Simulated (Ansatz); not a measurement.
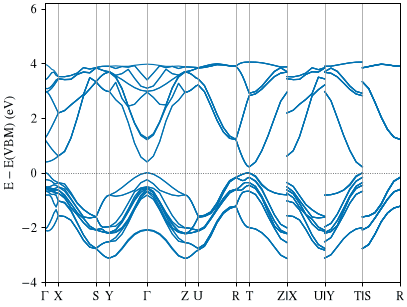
Figure. Band structure from plane-wave PAW r²SCAN with spin–orbit coupling (Ansatz code)

### Question
Read off the gap and where the band edges lie.

### Answer
About 0.2 eV (0.21 eV by a search for the band edges); maximum at Γ, minimum at T.

The material is LaN in space group Pnma (No. 62; La on 4c, N on 4c).

The start of the workflow was typed in or built on a structure type; neither database checked (COD, Materials Project) lists it. COD files the formula under space group No. 225, so this cell is another polymorph or a model. Its standing as an ambient phase is unchecked. The r²SCAN relaxation kept the symmetry of its start; its stability against distortions is not shown here.

Potentials: the later of the program's two PAW sets.
